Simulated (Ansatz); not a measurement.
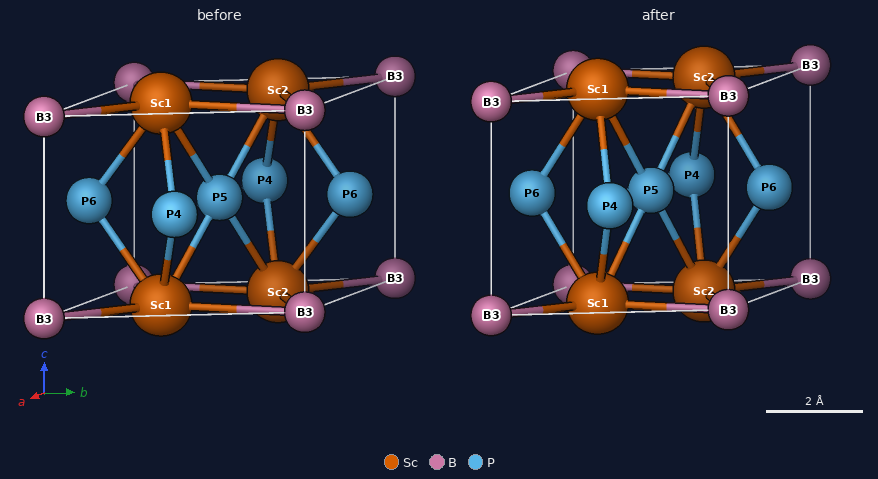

The structure of solid Sc2BP3 (a generated structure, set up in P6/mmm) (coarse preliminary run) before (left) and after (right) a relaxation, at one scale.

A ball-and-stick model of the cell of the calculation, seen slightly off an axis.

Level of theory: DFT PBE, scalar-relativistic, plane waves, PAW in Ansatz 0.2.0. Settings: plane-wave cutoff 420 eV; k-point mesh 6 × 6 × 4; occupations gaussian; smearing width 0.1 eV; no spin polarisation; cell and atoms relaxed; force threshold 0.04 eV/Å; at most 70 steps.

Q: Summarise the run.

A: No atom moves by more than 0.005 Å relative to the cell. The drawn cell changes as follows: a = b 5.526 → 5.026 Å (−9.1 %), c 4.253 → 4.503 Å (+5.9 %); the volume changes by −12.4 %. Some distances before and after: Sc1–Sc2 3.191 → 2.902 Å, Sc1–B3 3.191 → 2.902 Å, Sc1–P4 2.658 → 2.678 Å. Bond angles that change, for instance: P4–Sc1–P4 106.2° → 114.4°, Sc1–P5–Sc1 106.2° → 114.4°, Sc1–P5–Sc2 73.8° → 65.6°. The space group stays P6/mmm (No. 191). After 4 accepted moves (5 points after the start) the energy has fallen by 83.7 meV per atom. All forces vanish by symmetry, so only the cell relaxes. The pressure goes from −5.38 to 0.03 GPa. The SCF was repeated once at an unchanged geometry on a basis and grid sized afresh for the cell, which shifted the energy by 0.2 meV per atom at most. Cost: 13 s on 1 thread of Intel(R) Xeon(R) 6975P-C (Granite Rapids) (shared host), peak memory 0.47 GiB.
